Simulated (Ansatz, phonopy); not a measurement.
# GaC (hypothetical, Pm-3m): phonons against volume, part 4 of 4

Wanted: mode Grüneisen parameters of GaC (hypothetical) and a free-energy fit over volumes. The crystal structure is hypothetical: it was made by swapping elements on a known structure type.

Ansatz 0.2.0; DFT PBEsol, scalar-relativistic, plane waves, PAW.

So far. Step 10 (Lattice dynamics at this volume, V/V0 0.985): The lowest solved frequency is -570 cm⁻¹, so the cell is unstable here and gives no valid free energy. Step 11 (A cell at another volume, V/V0 1.03): The run ends at a pressure of -3.99 GPa.

### Step 12. Phonons, V/V0 1.03

The same q-mesh and k-mesh are kept at every volume, so that much of their error can cancel in the differences.

The input, input.yaml:

```yaml
crystal:
  lattice:
    - [2.7994855434, 0.0, 0.0]
    - [0.0, 2.7994855434, 0.0]
    - [0.0, 0.0, 2.7994855434]
  atoms:
    - { symbol: Ga, position: [0.0, 0.0, 0.0] }
    - { symbol: C, position: [0.5, 0.5, 0.5] }
kpoints:
  mp_grid: { grid: [16, 16, 16] }
hamiltonian:
  xc: pbesol
scf:
  occupations: { method: methfessel_paxton, width: 0.15 }
output:
  eigenvalues: true
phonons:
  method: dfpt
  qmesh: [4, 4, 4]
  temperatures: { t_max: 1000, t_step: 50 }
  qpath:
    path:
      - [[0.0, 0.0, 0.0], [0.0, 0.5, 0.0], [0.5, 0.5, 0.0], [0.0, 0.0, 0.0], [0.5, 0.5, 0.5], [0.0, 0.5, 0.0]]
      - [[0.5, 0.5, 0.5], [0.5, 0.5, 0.0]]
    npoints: 10
```

Launch:

```bash
$ ansatz run input.yaml --threads 4 --pin off --max-ram 8192MiB --backend cpu --events-out ev --progress --plain --runs-dir out
```

Numbers of over 12 decimals in the logs are rounded to 6 here.

What it wrote:

```text
[...]
Crystal: 2 atoms, lattice volume = 21.940 Å³
Basis set: ecut = 420 eV, 437 PW (Γ), exchange–correlation on 40×40×40 points (8 copies of the dense FFT grid, shifted against one another)
Bands: 13, of which v1, the nominal top of the filled ones, is band 9 counted from 1 (8 counted from 0)
Symmetry: 48 space group operations
k-points: 165 of 4096
[...]
k-point 164: bands = [... 5 lower, 4.7704, 9.6592, 9.6592, 9.6592, 12.7990, 12.7990, 12.7990, 13.9396]
[...]
ASR residual: 2.282e-5 → 0.000e0 eV/Å²; symmetrization residual: 2.561e-6 eV/Å²
  ASR residual per site (eV/Å²): 1.03e-6 2.28e-5
  Γ frequencies (cm⁻¹): -160.45 -160.45 -160.45 0.00 0.00 0.00
--- Phonons (arbitrary-q DFPT): 10 irreducible q on the 4×4×4 mesh ---
[...]
interpolated dispersion: 62 rows × 6 modes
[...]
[key lines of the parts left out:]
SCF converged after 8 iterations
Free energy (F): -3986.124783 eV
Fermi energy:    11.948341 eV
```

Elapsed: 3.1 min, on 4 threads of Arm Neoverse V2, shared host; peak memory 1.9 GiB.

No LO-TO term. The phonon branches at the labelled points (cm⁻¹):

| point | branch 1 | branch 2 | branch 3 | branch 4 | branch 5 | branch 6 |
| --- | --- | --- | --- | --- | --- | --- |
| Γ | -160 | -160 | -160 | 0 | 0 | 0 |
| X | -328 | -328 | -77 | -77 | 174 | 198 |
| M | -446 | -116 | 162 | 162 | 171 | 171 |
| Γ | -160 | -160 | -160 | 0 | 0 | 0 |
| R | -250 | -250 | -250 | 165 | 165 | 165 |
| X | -328 | -328 | -77 | -77 | 174 | 198 |
| jump to R | -250 | -250 | -250 | 165 | 165 | 165 |
| M | -446 | -116 | 162 | 162 | 171 | 171 |

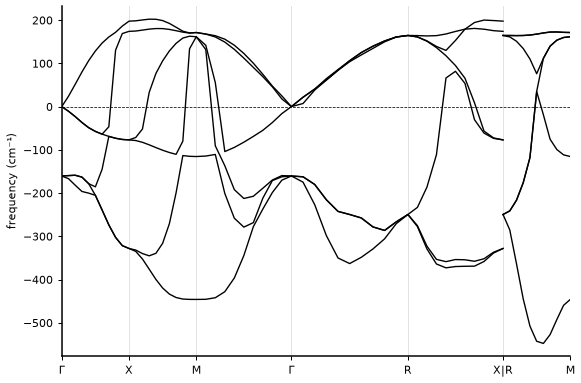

Phonon branches along the path.

The lowest solved frequency is -543 cm⁻¹, so the cell is unstable here and gives no valid free energy.

### Step 13. Single point at a scaled cell, V/V0 0.97

Symmetry fixes every atom, so a single point at the scaled cell gives the energy and pressure of this member.

The cell differs from the one that the last finished run ended in (a 2.799 → 2.744 Å, b 2.799 → 2.744 Å, c 2.799 → 2.744 Å).

input.yaml, the sections that differ from step 12:

```yaml
crystal:
  lattice:
    - [2.7440355424, 0.0, 0.0]
    - [0.0, 2.7440355424, 0.0]
    - [0.0, 0.0, 2.7440355424]
  atoms:
    - { symbol: Ga, position: [0.0, 0.0, 0.0] }
    - { symbol: C, position: [0.5, 0.5, 0.5] }
output:
  forces: true
  stress: true
  eigenvalues: true
# kpoints, hamiltonian, scf: as in step 12
# phonons: removed
```

What it wrote:

```text
[...]
Crystal: 2 atoms, lattice volume = 20.662 Å³
Basis set: ecut = 420 eV, 437 PW (Γ), exchange–correlation on 40×40×40 points (8 copies of the dense FFT grid, shifted against one another)
Bands: 13, of which v1, the nominal top of the filled ones, is band 9 counted from 1 (8 counted from 0)
Symmetry: 48 space group operations
[...]
k-points: 165 of 4096
[...]
--- Band table (eV; the first three rows and the last of 165) ---
  k-point 0: bands = [... 5 lower, -1.8829, 12.5977, 12.5977, 12.5977, 14.6023, 21.7930, 21.7930, 27.3557]
  k-point 1: bands = [... 5 lower, -1.8822, 11.9271, 12.6564, 12.6564, 15.0097, 21.8585, 22.0159, 27.2000]
  k-point 2: bands = [... 5 lower, -1.8805, 10.6137, 12.8269, 12.8269, 15.6231, 22.0549, 22.4558, 26.7410]
  k-point 164: bands = [... 5 lower, 5.8414, 10.5124, 10.5124, 10.5124, 13.7195, 13.7195, 13.7195, 15.4604]
[key lines of the parts left out:]
SCF converged after 6 iterations
Free energy (F): -3986.123854 eV
Fermi energy:    12.980273 eV
P = ⅓ Tr σ = 4.7291 GPa (47.291 kbar)
```

Run time: 0.69 s. Hardware: 4 threads; peak memory 0.33 GiB; 2.1 s of CPU time.

The run ends at a pressure of 4.73 GPa.

### Step 14. Lattice dynamics at this volume, V/V0 0.97

Phonons at this volume give one point of F(V, T); meshes stay fixed along the series.

input.yaml, the sections that differ from step 13:

```yaml
output:
  eigenvalues: true
phonons:
  method: dfpt
  qmesh: [4, 4, 4]
  temperatures: { t_max: 1000, t_step: 50 }
  qpath:
    path:
      - [[0.0, 0.0, 0.0], [0.0, 0.5, 0.0], [0.5, 0.5, 0.0], [0.0, 0.0, 0.0], [0.5, 0.5, 0.5], [0.0, 0.5, 0.0]]
      - [[0.5, 0.5, 0.5], [0.5, 0.5, 0.0]]
    npoints: 10
# crystal, kpoints, hamiltonian, scf: as in step 13
```

What it wrote:

```text
[...]
Crystal: 2 atoms, lattice volume = 20.662 Å³
Basis set: ecut = 420 eV, 437 PW (Γ), exchange–correlation on 40×40×40 points (8 copies of the dense FFT grid, shifted against one another)
Bands: 13, of which v1, the nominal top of the filled ones, is band 9 counted from 1 (8 counted from 0)
Symmetry: 48 space group operations
k-points: 165 of 4096
[...]
k-point 164: bands = [... 5 lower, 5.8414, 10.5124, 10.5124, 10.5124, 13.7195, 13.7195, 13.7195, 15.4604]
[...]
ASR residual: 9.523e-6 → 0.000e0 eV/Å²; symmetrization residual: 3.069e-6 eV/Å²
  ASR residual per site (eV/Å²): 1.72e-7 9.52e-6
  Γ frequencies (cm⁻¹): -104.08 -104.08 -104.08 0.00 0.00 0.00
--- Phonons (arbitrary-q DFPT): 10 irreducible q on the 4×4×4 mesh ---
[...]
interpolated dispersion: 62 rows × 6 modes
[...]
[key lines of the parts left out:]
SCF converged after 8 iterations
Free energy (F): -3986.123854 eV
Fermi energy:    12.980248 eV
```

Wall time 3 min (4 threads); peak memory 1.8 GiB.

No LO-TO term. The phonon branches at the labelled points (cm⁻¹):

| point | branch 1 | branch 2 | branch 3 | branch 4 | branch 5 | branch 6 |
| --- | --- | --- | --- | --- | --- | --- |
| Γ | -104 | -104 | -104 | 0 | 0 | 0 |
| X | -329 | -329 | -64 | -64 | 191 | 276 |
| M | -457 | -111 | 184 | 184 | 235 | 235 |
| Γ | -104 | -104 | -104 | 0 | 0 | 0 |
| R | -256 | -256 | -256 | 186 | 186 | 186 |
| X | -329 | -329 | -64 | -64 | 191 | 276 |
| jump to R | -256 | -256 | -256 | 186 | 186 | 186 |
| M | -457 | -111 | 184 | 184 | 235 | 235 |

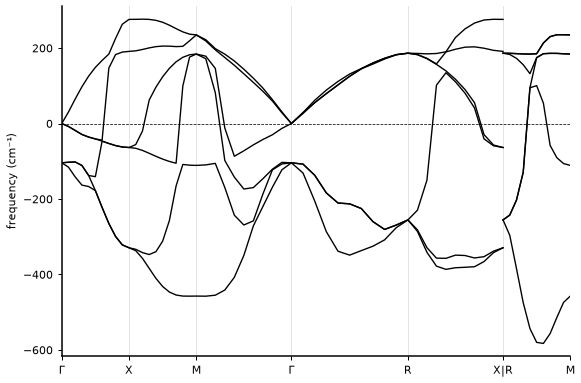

Phonon branches along the path.

The lowest solved frequency is -580 cm⁻¹, so the cell is unstable here and gives no valid free energy.

### Step 15. A cell at another volume, V/V0 1.05

Symmetry fixes every atom, so a single point at the scaled cell gives the energy and pressure of this member.

The cell differs from the one that the last finished run ended in (a 2.744 → 2.817 Å, b 2.744 → 2.817 Å, c 2.744 → 2.817 Å).

input.yaml, the sections that differ from step 14:

```yaml
crystal:
  lattice:
    - [2.8174891607, 0.0, 0.0]
    - [0.0, 2.8174891607, 0.0]
    - [0.0, 0.0, 2.8174891607]
  atoms:
    - { symbol: Ga, position: [0.0, 0.0, 0.0] }
    - { symbol: C, position: [0.5, 0.5, 0.5] }
output:
  forces: true
  stress: true
  eigenvalues: true
# kpoints, hamiltonian, scf: as in step 14
# phonons: removed
```

What it wrote:

```text
[...]
Crystal: 2 atoms, lattice volume = 22.366 Å³
Basis set: ecut = 420 eV, 461 PW (Γ), exchange–correlation on 40×40×40 points (8 copies of the dense FFT grid, shifted against one another)
Bands: 13, of which v1, the nominal top of the filled ones, is band 9 counted from 1 (8 counted from 0)
Symmetry: 48 space group operations
[...]
k-points: 165 of 4096
[...]
--- Band table (eV; the first three rows and the last of 165) ---
  k-point 0: bands = [... 5 lower, -3.1221, 11.3562, 11.3562, 11.3562, 12.4957, 20.3162, 20.3162, 25.0031]
  k-point 1: bands = [... 5 lower, -3.1216, 10.6052, 11.4096, 11.4096, 13.0093, 20.3798, 20.4869, 24.8675]
  k-point 2: bands = [... 5 lower, -3.0223, 9.3287, 11.5648, 11.5648, 13.6545, 20.5708, 20.7735, 24.4708]
  k-point 164: bands = [... 5 lower, 4.4383, 9.3964, 9.3964, 9.3964, 12.5148, 12.5148, 12.5148, 13.4716]
[key lines of the parts left out:]
SCF converged after 6 iterations
Free energy (F): -3986.111065 eV
Fermi energy:    11.629585 eV
P = ⅓ Tr σ = -6.2821 GPa (-62.821 kbar)
```

The job ended after 0.71 s (4 threads; peak memory 0.33 GiB).

The run ends at a pressure of -6.28 GPa.

### Step 16. Phonons, V/V0 1.05

The same q-mesh and k-mesh are kept at every volume, so that much of their error can cancel in the differences.

input.yaml, the sections that differ from step 15:

```yaml
output:
  eigenvalues: true
phonons:
  method: dfpt
  qmesh: [4, 4, 4]
  temperatures: { t_max: 1000, t_step: 50 }
  qpath:
    path:
      - [[0.0, 0.0, 0.0], [0.0, 0.5, 0.0], [0.5, 0.5, 0.0], [0.0, 0.0, 0.0], [0.5, 0.5, 0.5], [0.0, 0.5, 0.0]]
      - [[0.5, 0.5, 0.5], [0.5, 0.5, 0.0]]
    npoints: 10
# crystal, kpoints, hamiltonian, scf: as in step 15
```

What it wrote:

```text
[...]
Crystal: 2 atoms, lattice volume = 22.366 Å³
Basis set: ecut = 420 eV, 461 PW (Γ), exchange–correlation on 40×40×40 points (8 copies of the dense FFT grid, shifted against one another)
Bands: 13, of which v1, the nominal top of the filled ones, is band 9 counted from 1 (8 counted from 0)
Symmetry: 48 space group operations
k-points: 165 of 4096
[...]
k-point 164: bands = [... 5 lower, 4.4383, 9.3964, 9.3964, 9.3964, 12.5147, 12.5147, 12.5147, 13.4716]
[...]
ASR residual: 1.805e-6 → 0.000e0 eV/Å²; symmetrization residual: 1.490e-6 eV/Å²
  ASR residual per site (eV/Å²): 3.99e-7 1.81e-6
  Γ frequencies (cm⁻¹): -172.32 -172.32 -172.32 0.00 0.00 0.00
--- Phonons (arbitrary-q DFPT): 10 irreducible q on the 4×4×4 mesh ---
[...]
interpolated dispersion: 62 rows × 6 modes
[...]
[key lines of the parts left out:]
SCF converged after 8 iterations
Free energy (F): -3986.111065 eV
Fermi energy:    11.629551 eV
```

Elapsed: 3.4 min, on 4 threads; peak memory 1.9 GiB.

No LO-TO term. The phonon branches at the labelled points (cm⁻¹):

| point | branch 1 | branch 2 | branch 3 | branch 4 | branch 5 | branch 6 |
| --- | --- | --- | --- | --- | --- | --- |
| Γ | -172 | -172 | -172 | 0 | 0 | 0 |
| X | -329 | -329 | -80 | -80 | 168 | 169 |
| M | -442 | -117 | 130 | 130 | 167 | 167 |
| Γ | -172 | -172 | -172 | 0 | 0 | 0 |
| R | -252 | -252 | -252 | 158 | 158 | 158 |
| X | -329 | -329 | -80 | -80 | 168 | 169 |
| jump to R | -252 | -252 | -252 | 158 | 158 | 158 |
| M | -442 | -117 | 130 | 130 | 167 | 167 |

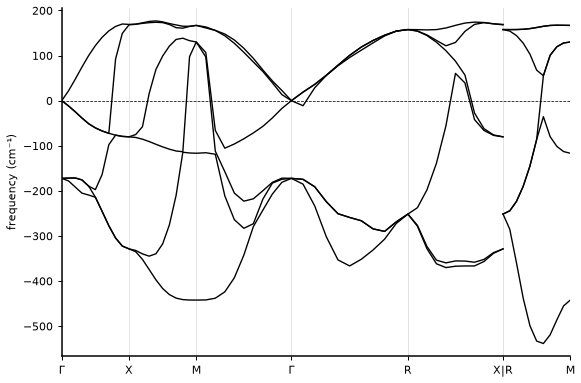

Phonon branches along the path.

The lowest solved frequency is -533 cm⁻¹, so the cell is unstable here and gives no valid free energy.

### Step 17. How the modes move with volume

This step: DFT PBEsol, scalar-relativistic, plane waves, PAW (phonopy 4.10.0).

Volume series, by row:

| V/V0 | V (Å³/atom) | pressure (GPa) | E - E0 (meV/atom) | gap (eV) | zero-point energy (meV/atom) | lowest on the path (cm⁻¹) | highest at Gamma without the LO-TO term (cm⁻¹) |
| --- | --- | --- | --- | --- | --- | --- | --- |
| 0.97 | 10.33 | 4.729 | 4.611 | 0 | - | -582.8 | 0 |
| 0.985 | 10.49 | 2.261 | 1.126 | 0 | - | -573.1 | 0 |
| 1 | 10.65 | -0.007 | 0 | 0 | - | -564.1 | 0 |
| 1.015 | 10.81 | -2.089 | 1.055 | 0 | - | -555.7 | 0 |
| 1.03 | 10.97 | -3.994 | 4.111 | 0 | - | -547.9 | 0 |
| 1.05 | 11.18 | -6.282 | 10.99 | 0 | - | -538.5 | 0 |

Table of optical frequency at Gamma without the LO-TO term, mode 1 by V/V0:

| V/V0 | optical frequency at Gamma without the LO-TO term, mode 1 (cm⁻¹) |
| --- | --- |
| 0.9700 | -104 |
| 0.9850 | -122 |
| 1.0000 | -137 |
| 1.0150 | -150 |
| 1.0300 | -160 |
| 1.0500 | -172 |

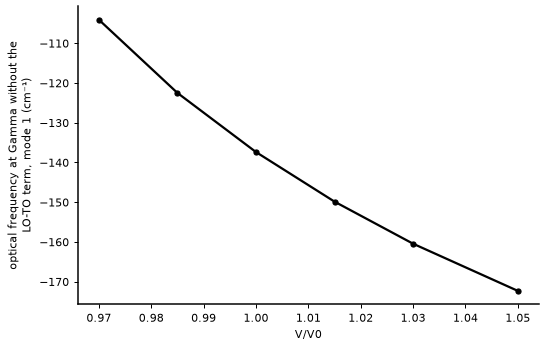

Optical frequency at Gamma without the LO-TO term, mode 1, plotted against V/V0.

### Step 18. Outcome

- lowest frequency over the volumes: -583 cm⁻¹

What this shows: Imaginary modes appear at V/V0 = 0.97, 0.985, 1, 1.015, 1.03 and 1.05, so too few stable volumes remain for a free-energy fit. Mode Grüneisen parameters diverge near a vanishing branch and are not given. The softest solved mode at V/V0 = 0.97 is 580i cm⁻¹ at q = (0.25, -0.5, -0.5), and 10 of 10 solved wavevectors carry a mode beyond 8i cm⁻¹. In a metal soft modes also hang on the k-mesh and the smearing, which were not converged here. The PAW files were made for PBE and are used here under another functional, for which the program regenerates the frozen cores.

[Logs are printed without paths, hosts, clocks, repeated set-up lines and the standing remarks that a program may print on its own settings, such as how far it seeks lower states.]

[Hosts, paths, dates, database ids (printed as entryN), source tags and the programs' standing remarks are cut or masked in the printed files.]

[A step with changed settings may run another functional than the one named; its input shows which.]

[Of the runs on displaced cells, only some may be shown.]
